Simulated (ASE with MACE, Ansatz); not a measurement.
# Which site? As in place of Si in Σ5 (310)[001] symmetric tilt boundary in Si (44 atoms)

At which site of Σ5 (310)[001] symmetric tilt boundary in Si (44 atoms) does As in place of Si cost least, and what about the site decides it?

Calculated with Ansatz 0.2.0; Kohn-Sham DFT, PBE, PAW (set soft_2), plane waves.

### Step 1. The structure

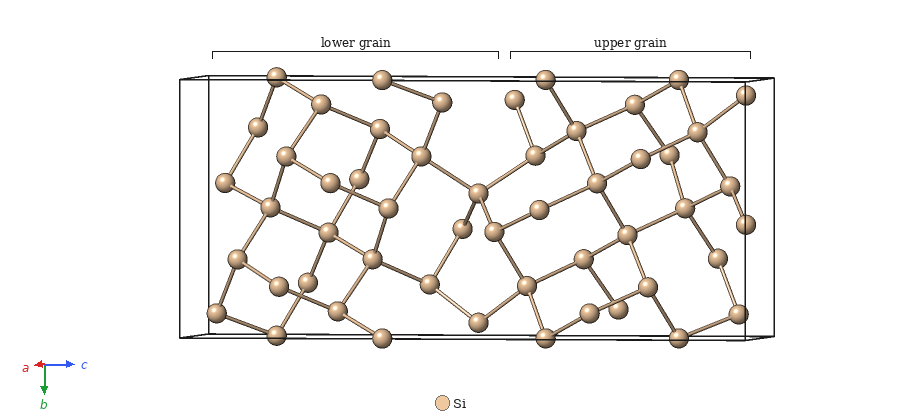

The starting structure, seen from the side, with the c axis across the page (silicon light orange). Some periodic images of atoms are drawn too.

The cell holds 44 atoms: 44 Si. Its edges and angles: a = 5.469 Å, b = 8.647 Å, c = 19.220 Å, α = 90.0°, β = 90.0°, γ = 90.0°. It derives from Si. Two grains of Si, one the mirror image of the other in the boundary plane, two boundaries a cell; of 6 trial joints (lateral shifts, openings, close atoms taken out) the lowest after a short relaxation with the MACE-MP-0b2 potential was kept (shift [0.0, 0.5] of the surface cell, opening 0.83 Å, one of each pair under 1.66 Å removed), then its atoms and the cell's length along the normal were relaxed with that potential. Lattice constants are starting values near those of PBE. Regions: lower grain, 24 atoms (24 Si); upper grain, 20 atoms (20 Si).

What the set-up can't give: The cell is under 6 Å thick along one periodic direction, so every atom has periodic images of itself close by, which move with it and show among its neighbours and in g(r).

### Step 2. Single point at the start

A single point comes first, to see the forces before anything moves.

input.yaml

```yaml
crystal:
  lattice:
    - [5.469, 0.0, 0.0]
    - [0.0, 8.64725, 0.0]
    - [0.0, 0.0, 19.2195]
  atoms:
    - { symbol: Si, position: [0.87502, 0.55419, 0.97919] }
    - { symbol: Si, position: [0.87498, 0.05419, 0.97919] }
    - { symbol: Si, position: [0.52187, 0.9116, 0.0253] }
    - { symbol: Si, position: [0.22813, 0.4116, 0.0253] }
    - { symbol: Si, position: [0.02099, 0.19915, 0.07284] }
    - { symbol: Si, position: [0.72901, 0.69915, 0.07284] }
    - { symbol: Si, position: [0.48358, 0.5012, 0.11834] }
    - { symbol: Si, position: [0.26642, 0.0012, 0.11834] }
    - { symbol: Si, position: [0.00062, 0.79999, 0.15996] }
    - { symbol: Si, position: [0.74938, 0.29999, 0.15996] }
    - { symbol: Si, position: [0.50283, 0.10174, 0.20903] }
    - { symbol: Si, position: [0.24717, 0.60174, 0.20903] }
    - { symbol: Si, position: [0.00284, 0.39825, 0.25087] }
    - { symbol: Si, position: [0.74716, 0.89825, 0.25087] }
    - { symbol: Si, position: [0.50061, 0.7, 0.29994] }
    - { symbol: Si, position: [0.24939, 0.2, 0.29994] }
    - { symbol: Si, position: [0.98358, 0.99879, 0.34155] }
    - { symbol: Si, position: [0.76642, 0.49879, 0.34155] }
    - { symbol: Si, position: [0.521, 0.30084, 0.38706] }
    - { symbol: Si, position: [0.229, 0.80084, 0.38706] }
    - { symbol: Si, position: [0.02188, 0.5884, 0.43459] }
    - { symbol: Si, position: [0.72812, 0.0884, 0.43459] }
    - { symbol: Si, position: [0.37501, 0.94582, 0.4807] }
    - { symbol: Si, position: [0.37499, 0.44582, 0.4807] }
    - { symbol: Si, position: [0.52227, 0.41149, 0.93321] }
    - { symbol: Si, position: [0.22773, 0.91149, 0.93321] }
    - { symbol: Si, position: [0.02167, 0.69935, 0.88598] }
    - { symbol: Si, position: [0.72833, 0.19935, 0.88598] }
    - { symbol: Si, position: [0.48417, 0.00115, 0.84053] }
    - { symbol: Si, position: [0.26583, 0.50115, 0.84053] }
    - { symbol: Si, position: [0.00043, 0.29979, 0.79947] }
    - { symbol: Si, position: [0.74957, 0.79979, 0.79947] }
    - { symbol: Si, position: [0.50349, 0.60188, 0.75058] }
    - { symbol: Si, position: [0.24651, 0.10188, 0.75058] }
    - { symbol: Si, position: [0.00349, 0.89812, 0.7093] }
    - { symbol: Si, position: [0.74651, 0.39812, 0.7093] }
    - { symbol: Si, position: [0.50043, 0.20021, 0.66041] }
    - { symbol: Si, position: [0.24957, 0.70021, 0.66041] }
    - { symbol: Si, position: [0.98417, 0.49885, 0.61936] }
    - { symbol: Si, position: [0.76583, 0.99885, 0.61936] }
    - { symbol: Si, position: [0.52167, 0.80065, 0.57391] }
    - { symbol: Si, position: [0.22833, 0.30065, 0.57391] }
    - { symbol: Si, position: [0.02227, 0.08851, 0.52668] }
    - { symbol: Si, position: [0.72773, 0.58851, 0.52668] }
kpoints:
  mp_grid: { grid: [2, 1, 1] }
hamiltonian:
  xc: pbe
scf:
  occupations: { method: fermi_dirac, width: 0.025 }
output:
  forces: true
```

Launch:

```console
$ ansatz run input.yaml --threads 4 --pin off --max-ram 8192MiB --backend cpu --events-out ev --progress --plain --runs-dir out
```

Numbers of over 12 decimals in the logs are rounded to 6 here.

The program printed:

```text
Warning: the atoms were moved onto the symmetric positions of the space group found under crystal.symmetry.tolerance 1.0e-5 (fractional; no operation is sought that the atoms, as they stand in a round, miss by more than twice it, and no atom is moved by as much as it), and the run uses the moved positions. [...]
[...]
Pseudopotentials: kind: paw
Pseudopotential: Si, paw, valence charge 4, recommended cutoff 420 eV (normal), Si.paw.azcp
[...]
Crystal: 44 atoms, lattice volume = 908.925 Å³
Basis set: ecut = 420 eV, 17763 PW (Γ), exchange–correlation on 80×120×270 points (8 copies of the dense FFT grid, shifted against one another)
Bands: 132, of which v1, the nominal top of the filled ones, is band 88 counted from 1 (87 counted from 0)
Symmetry: 4 space group operations
Space group: P21/c (ITA 14), of the structure as read, at distance tolerance 9.7e-5 Å
k-points: 2
[...]
Initial density: superposition of atomic densities (neutral atoms: chi_scale 0, normalization atom), corrected by the library's trained network
Initial wavefunctions: pseudopotential atomic-orbital guess
[...]
SCF iter   1: F=—  HF=-27973.023322 eV  |F-HF|=—  |Δ(HF+E_count)|=         —  Δρ=2.09e-3  dr2=5.06e-2  ethr=1.77e-3  ⟨swp⟩=6.5  Hψ=1266  notcnv=0  defer=25
preconditioner: auto → Resta (q_TF=auto, 2.075 Å⁻¹)  ε∞=5.5  [insulator: Δε(μ)=0.847 eV  Ē_g=7.666 eV  σ=0.025 eV  W_gap=1.00  n_scr=130 (ndim 8)  ℏωp=16.3 eV  f_vac=0.000  D(μ)=0.00/eV (n_scr^D=0)  ε∞_Penn≈5.5]
SCF iter   2: F=—  HF=-27973.023396 eV  |F-HF|=—  |Δ(HF+E_count)|=   7.42e-5  Δρ=1.15e-3  dr2=1.45e-2  ethr=2.87e-5  ⟨swp⟩=3.0  Hψ=431  notcnv=0  defer=59
SCF iter   3: F=—  HF=-27973.023461 eV  |F-HF|=—  |Δ(HF+E_count)|=   6.53e-5  Δρ=1.58e-4  dr2=2.79e-4  ethr=8.27e-6  ⟨swp⟩=3.0  Hψ=372  notcnv=0  defer=3
automatic band count: iteration 3 solves 102 bands in place of 132: the levels show a gap, and the empty bands left out lie too high to hold charge; the band table lists the bands solved (type scf.n_extra_bands for more)
SCF iter   4: F=—  HF=-27973.023626 eV  |F-HF|=—  |Δ(HF+E_count)|=   1.65e-4  Δρ=3.83e-5  dr2=2.34e-5  ethr=1.59e-7  ⟨swp⟩=2.0  Hψ=292  notcnv=0  defer=3
SCF iter   5: F=—  HF=-27973.023596 eV  |F-HF|=—  |Δ(HF+E_count)|=   3.02e-5  Δρ=1.17e-5  dr2=1.38e-6  ethr=1.33e-8  ⟨swp⟩=2.0  Hψ=364  notcnv=0  defer=3
SCF iter   6: F=—  HF=-27973.023598 eV  |F-HF|=—  |Δ(HF+E_count)|=   1.55e-6  Δρ=2.60e-6  dr2=1.27e-7  ethr=5.68e-11  ⟨swp⟩=5.0  Hψ=797  notcnv=0
SCF iter   7: F=-27973.023598 eV  HF=-27973.023598 eV  |F-HF|=2.62e-9  |Δ(HF+E_count)|=   6.18e-8  Δρ=4.91e-7  dr2=3.51e-9  ethr=5.68e-11  ⟨swp⟩=4.0  Hψ=667  notcnv=0
SCF 1 converged in 7 iterations: F = -27973.023598 eV  dr2 = 3.51e-9
[...]
SCF converged after 7 iterations
Free energy (F): -27973.023598 eV
Harris-Foulkes:  -27973.023598 eV  (|F-HF|=2.62e-9)
Internal energy: -27973.023598 eV  (E = F + TS)
E sigma→0 (E₀):  -27973.023598 eV
Entropy (-TS):   -0.000000 eV (-0.000 meV/atom)
Fermi energy:    5.979833 eV
--- Per-component energies (eV) ---
[...]
Σ components = -27973.023598   (vs F -27973.023598, Δ=0.00e0)
--- Forces (eV/Å), atoms counted from 1 ---
  atom   1  Si     0.00538295     0.03859618     0.04742773
  atom   2  Si    -0.00538295     0.03859618     0.04742773
  atom   3  Si     0.02297186    -0.03432078    -0.10200204
  atom   4  Si    -0.02297186    -0.03432078    -0.10200204
[...]
atom  44  Si     0.02187069    -0.00706731    -0.15243861
  max |Σ_I F_I| component: 5.55e-17 eV/Å
```

Elapsed: 4.2 s, on 4 threads of Arm Neoverse V2, shared host; peak memory 1.7 GiB; 16 s of CPU time.

The program notes that positions were snapped to a detected symmetry.

The r.m.s. force at the start is 0.087 eV/Å.

### Step 3. Relaxation

With the cell held, the atoms are moved downhill towards a nearby minimum.

input.yaml

```yaml
crystal:
  lattice:
    - [5.469, 0.0, 0.0]
    - [0.0, 8.64725, 0.0]
    - [0.0, 0.0, 19.2195]
  atoms:
    [... the 44 atom lines of step 2 ...]
kpoints:
  mp_grid: { grid: [2, 1, 1] }
hamiltonian:
  xc: pbe
scf:
  occupations: { method: fermi_dirac, width: 0.025 }
output:
  forces: true
relax:
  f_tol: 0.05
  max_steps: 150
```

The program printed:

```text
[...]
Crystal: 44 atoms, lattice volume = 908.925 Å³
Basis set: ecut = 420 eV, 17763 PW (Γ), exchange–correlation on 80×120×270 points (8 copies of the dense FFT grid, shifted against one another)
Bands: 132, of which v1, the nominal top of the filled ones, is band 88 counted from 1 (87 counted from 0)
Symmetry: 4 space group operations
[...]
k-points: 2
[...]
SCF iter   1: F=—  HF=-27973.023321 eV  |F-HF|=—  |Δ(HF+E_count)|=         —  Δρ=2.09e-3  dr2=5.06e-2  ethr=1.77e-3  ⟨swp⟩=6.5  Hψ=1266  notcnv=0  defer=25
[...]
SCF iter   6: F=-27973.023598 eV  HF=-27973.023598 eV  |F-HF|=3.28e-8  |Δ(HF+E_count)|=   1.82e-6  Δρ=3.59e-6  dr2=2.03e-7  ethr=9.96e-10  ⟨swp⟩=1.0  Hψ=636  notcnv=0
SCF 1 converged in 6 iterations: F = -27973.023598 eV  dr2 = 2.03e-7
[...]
relax step   1: F+E_penalty+E_count = -27973.02359770 eV  Δ(F+E_penalty+E_count) = +0.000e0 eV  max|allowed force component| = 1.598e-1 eV/Å  Δτ_max = 0.0000 Å  (6 SCF iters, dr2 threshold 6.25e-5 eV, accepted)
[...]
iter 1 solved again at ethr=2.42e-5 eV; its pass at ethr=3.10e-3 eV (dr2=4.27e-2 eV) is discarded
[...]
SCF iter   6: F=-27973.093740 eV  HF=-27973.093740 eV  |F-HF|=1.80e-8  |Δ(HF+E_count)|=   4.99e-7  Δρ=1.12e-6  dr2=2.26e-8  ethr=5.68e-11  ⟨swp⟩=4.0  Hψ=800  notcnv=0
SCF 2 converged in 6 iterations: F = -27973.093740 eV  dr2 = 2.26e-8
[...]
relax step   2: F+E_penalty+E_count = -27973.09374043 eV  Δ(F+E_penalty+E_count) = -7.014e-2 eV  max|allowed force component| = 4.974e-2 eV/Å  Δτ_max = 0.0388 Å  (6 SCF iters, accepted)
SCF converged after 6 iterations
Free energy (F): -27973.093740 eV
[...]
Internal energy: -27973.093740 eV  (E = F + TS)
E sigma→0 (E₀):  -27973.093740 eV
Entropy (-TS):   -0.000000 eV (-0.000 meV/atom)
Fermi energy:    6.016123 eV
[...]
--- Forces (eV/Å), atoms counted from 1 ---
  atom   1  Si    -0.00504466    -0.02530407     0.00279311
  atom   2  Si     0.00504466    -0.02530407     0.00279311
  atom   3  Si     0.02758292     0.03312122    -0.03991980
  atom   4  Si    -0.02758292     0.03312122    -0.03991980
  atom   5  Si    -0.01950240    -0.03496895    -0.00012177
  atom   6  Si     0.01950240    -0.03496895    -0.00012177
  atom   7  Si     0.00689785     0.00859282    -0.00132439
  atom   8  Si    -0.00689785     0.00859282    -0.00132439
  atom   9  Si     0.02513998     0.00998789    -0.01359133
  atom  10  Si    -0.02513998     0.00998789    -0.01359133
  atom  11  Si     0.03298124    -0.04377541     0.02842516
  atom  12  Si    -0.03298124    -0.04377541     0.02842516
  atom  13  Si     0.03298124     0.04377541    -0.02842516
  atom  14  Si    -0.03298124     0.04377541    -0.02842516
[...]
atom  43  Si     0.02601820    -0.03953133    -0.03609497
  atom  44  Si    -0.02601820    -0.03953133    -0.03609497
  max |Σ_I F_I| component: 2.08e-17 eV/Å
--- Relaxed structure (2 steps of the walk, 2 accepted, 0 SCFs on fresh bases) ---
  F+E_penalty+E_count = -27973.09374043 eV   max|allowed force component| = 4.974e-2 eV/Å
  atoms:
    - { symbol: Si, position: [0.874966, 0.551655, 0.980007] }
    - { symbol: Si, position: [0.875034, 0.051655, 0.980007] }
    - { symbol: Si, position: [0.523244, 0.908150, 0.025623] }
    - { symbol: Si, position: [0.226756, 0.408150, 0.025623] }
[...]
- { symbol: Si, position: [0.727034, 0.591720, 0.525522] }
```

Run time: 7.4 s. Hardware: 4 threads; peak memory 1.7 GiB; 29 s of CPU time.

The relaxation converged after 2 steps, 0.0701 eV below its start, with a largest force component of 0.050 eV/Å.

### Step 4. Single point at the relaxed geometry

The electronic structure is read at the final geometry, in a run of its own.

input.yaml

```yaml
crystal:
  lattice:
    - [5.469, 0.0, 0.0]
    - [0.0, 8.64725, 0.0]
    - [0.0, 0.0, 19.2195]
  atoms:
    - { symbol: Si, position: [0.87497, 0.55166, 0.98001] }
    - { symbol: Si, position: [0.87503, 0.05166, 0.98001] }
    - { symbol: Si, position: [0.52324, 0.90815, 0.02562] }
    - { symbol: Si, position: [0.22676, 0.40815, 0.02562] }
    - { symbol: Si, position: [0.01886, 0.19637, 0.07357] }
    - { symbol: Si, position: [0.73114, 0.69637, 0.07357] }
    [... 32 atom lines left out ...]
    - { symbol: Si, position: [0.98046, 0.49851, 0.61874] }
    - { symbol: Si, position: [0.76954, 0.99851, 0.61874] }
    - { symbol: Si, position: [0.51872, 0.80334, 0.57334] }
    - { symbol: Si, position: [0.23128, 0.30334, 0.57334] }
    - { symbol: Si, position: [0.02297, 0.09172, 0.52552] }
    - { symbol: Si, position: [0.72703, 0.59172, 0.52552] }
kpoints:
  mp_grid: { grid: [2, 1, 1] }
hamiltonian:
  xc: pbe
scf:
  occupations: { method: fermi_dirac, width: 0.025 }
output:
  forces: true
  stress: true
  populations: true
  dos:
    method: { smearing: { sigma: 0.08 } }
    de: 0.1
    projected:
      site_lists:
        Si: [Si]
        lower_grain: [0, 1, 2, 3, 4, 5, 6, 7, 8, 9, 10, 11, 12, 13, 14, 15, 16, 17, 18, 19, 20, 21, 22, 23]
        upper_grain: [24, 25, 26, 27, 28, 29, 30, 31, 32, 33, 34, 35, 36, 37, 38, 39, 40, 41, 42, 43]
  eigenvalues: true
  write_density: true
  write_potential: true
  volumetric_format: npy
```

The program printed:

```text
[...]
Crystal: 44 atoms, lattice volume = 908.925 Å³
Basis set: ecut = 420 eV, 17763 PW (Γ), exchange–correlation on 80×120×270 points (8 copies of the dense FFT grid, shifted against one another)
Bands: 132, of which v1, the nominal top of the filled ones, is band 88 counted from 1 (87 counted from 0)
Symmetry: 4 space group operations
[...]
k-points: 2
[...]
SCF iter   1: F=—  HF=-27973.092438 eV  |F-HF|=—  |Δ(HF+E_count)|=         —  Δρ=2.04e-3  dr2=4.69e-2  ethr=1.77e-3  ⟨swp⟩=7.0  Hψ=1320  notcnv=0  defer=17
[...]
SCF iter   7: F=-27973.093740 eV  HF=-27973.093740 eV  |F-HF|=2.04e-9  |Δ(HF+E_count)|=   1.06e-7  Δρ=5.63e-7  dr2=4.76e-9  ethr=5.68e-11  ⟨swp⟩=16.5  Hψ=2153  notcnv=0
SCF 1 converged in 7 iterations: F = -27973.093740 eV  dr2 = 4.76e-9
[...]
SCF converged after 7 iterations
Free energy (F): -27973.093740 eV
[...]
Internal energy: -27973.093740 eV  (E = F + TS)
E sigma→0 (E₀):  -27973.093740 eV
Entropy (-TS):   -0.000000 eV (-0.000 meV/atom)
Fermi energy:    6.016090 eV
[...]
--- Forces (eV/Å), atoms counted from 1 ---
  atom   1  Si    -0.00472435    -0.02561169     0.00149826
  atom   2  Si     0.00472435    -0.02561169     0.00149826
  atom   3  Si     0.02790543     0.03287154    -0.03961633
  atom   4  Si    -0.02790543     0.03287154    -0.03961633
  atom   5  Si    -0.01920192    -0.03443042     0.00079336
  atom   6  Si     0.01920192    -0.03443042     0.00079336
  atom   7  Si     0.00681028     0.00915407    -0.00079994
  atom   8  Si    -0.00681028     0.00915407    -0.00079994
  atom   9  Si     0.02509556     0.00972438    -0.01402353
  atom  10  Si    -0.02509556     0.00972438    -0.01402353
  atom  11  Si     0.03295520    -0.04437040     0.02792393
  atom  12  Si    -0.03295520    -0.04437040     0.02792393
  atom  13  Si     0.03295520     0.04437040    -0.02792393
  atom  14  Si    -0.03295520     0.04437040    -0.02792393
[...]
atom  43  Si     0.02593583    -0.03986369    -0.03540977
  atom  44  Si    -0.02593583    -0.03986369    -0.03540977
  max |Σ_I F_I| component: 1.39e-17 eV/Å
--- Stress (GPa, compression-positive) ---
       -3.288134       0.000000       0.000000
        0.000000       1.829351      -0.008504
        0.000000      -0.008504      -0.315303
  P = ⅓ Tr σ = -0.5914 GPa (-5.914 kbar)
--- Band table (eV) ---
[...]
--- Löwdin populations: 44 sites ---
  site symbol       q [e]
     0     Si      3.9456
     1     Si      3.9456
     2     Si      3.9782
[...]
43     Si      3.9781
  spilling = 0.009740 (of n_electrons = 176.000000)
```

The job ended after 9.1 s (4 threads; peak memory 1.6 GiB).

Read from the output:

```yaml
free_energy: -27973.0937 eV
free_energy_per_atom: -635.7521 eV/atom
scf_cycles: 7
pressure: -0.5914 GPa
r_m_s_force_component: 0.02674 eV/Å
longest_force: 0.06508 eV/Å
fermi_energy: 6.016 eV
spacing_of_highest_filled_and_lowest_empty_level: 0.8456 eV
spilling_of_the_projection: 0.00974
```

(Continued in part 2 of 3.)

[Logs are printed without paths, hosts, clocks, repeated set-up lines and the standing remarks that a program may print on its own settings, such as how far it seeks lower states.]

[Hosts, paths, dates, database ids (printed as entryN), source tags and the programs' standing remarks are cut or masked in the printed files.]
